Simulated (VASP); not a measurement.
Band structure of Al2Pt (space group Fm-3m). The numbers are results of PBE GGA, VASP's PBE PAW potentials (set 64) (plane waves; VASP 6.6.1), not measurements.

Unless said otherwise, spin-orbit coupling is left out, though it shifts the bands of the heavy elements here.

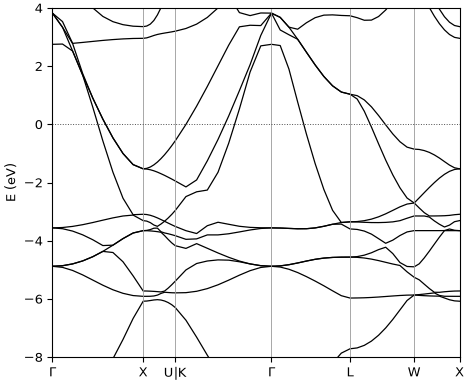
Fig. 1. Bands along high-symmetry lines, zero at the valence-band maximum or, without a gap, the Fermi level

Problem. Read the plot: is there a gap, and where are the band edges?

Solution. It has no gap at this level: it comes out as a metal or semimetal.

The structure comes from a computed database's Al2Pt entry; how it stands against other phases isn't given here. The cell was not relaxed at this level.
